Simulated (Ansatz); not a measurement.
```xyz
7

Zn   -0.3394   -0.6291   -0.8099
H     0.6135    0.7338    2.1001
O     0.4567   -2.1495   -0.3531
H     0.1199    1.1085    1.6812
Se   -1.3819    1.2544   -1.5405
H     0.6213   -2.2644    0.5844
H    -0.0901    1.9463   -1.6622
```

The product side of a reaction path; geometry: PBE0-D4/def2-TZVP.

Theory: RKS PBE0-D4/def2-TZVPP (Ansatz 0.2.0).

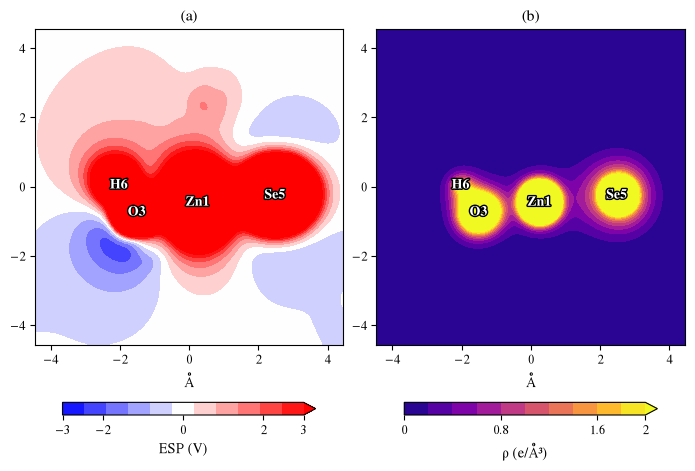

H$_{2}$OSeZn···H$_{2}$. (a) molecular electrostatic potential; (b) electron density on the plane of atoms Zn1, O3 and H6.

> What do the fields say about this system?

The section cuts through Zn, O, Se and H sites. Zn–O (1.78 Å): ρ is about 0.93 e/Å³ halfway. Zn–Se (2.27 Å): ρ is about 0.63 e/Å³ halfway. O–H (0.96 Å): ρ is about 3.8 e/Å³ halfway. Outside the dense part of the complex the potential is most negative (−2.2 V) near O3.
